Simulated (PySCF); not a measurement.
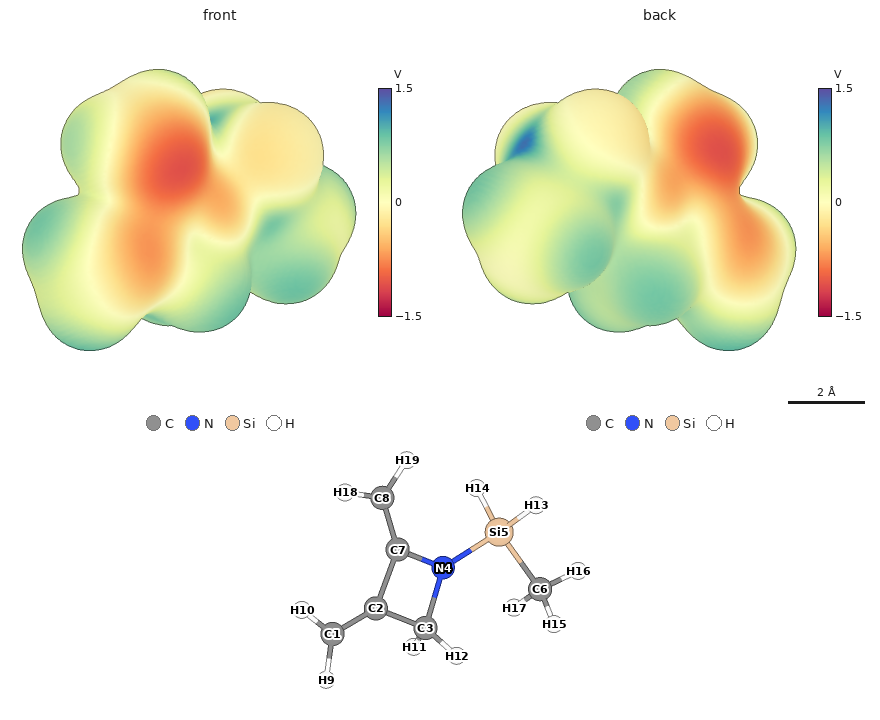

C₆H₁₁NSi. The electrostatic potential painted on the density surface at 0.002 e/bohr³, seen from the front and from behind; red is negative and blue positive. The bare structure is drawn below in the same view.

Geometry: GFN2-xTB.

The calculation used PySCF, PBE0/pcSseg-1, SCF density, gas phase, non-relativistic.

```xyz
19

C    -2.6894   -1.4746   -0.7393
C    -1.5849   -0.8291   -0.4150
C    -0.1093   -1.1449   -0.4498
N     0.1256    0.1956    0.0937
Si    1.5315    1.0769    0.5433
C     2.9963   -0.0368    0.0941
C    -1.2374    0.4854    0.1344
C    -1.9018    1.5636    0.5343
H    -2.6618   -2.4736   -1.1411
H    -3.6578   -1.0218   -0.6145
H     0.3176   -1.3024   -1.4434
H     0.2084   -1.9536    0.2135
H     1.5090    1.3555    1.9876
H     1.5909    2.3384   -0.2099
H     2.9255   -1.0082    0.5745
H     3.9301    0.4169    0.4086
H     3.0570   -0.2019   -0.9777
H    -2.9742    1.5974    0.4866
H    -1.3850    2.4265    0.9128
```

Question: Describe the electrostatic potential map.

Answer: The most negative region (about −1.1 V, or −25 kcal/mol for a unit charge) lies over the π face of C7 and C8, the most positive (about +1.2 V, or +28 kcal/mol for a unit charge) over Si5.

Question: How polar is the molecule by this calculation?

Answer: Its dipole moment is 1.78 D.
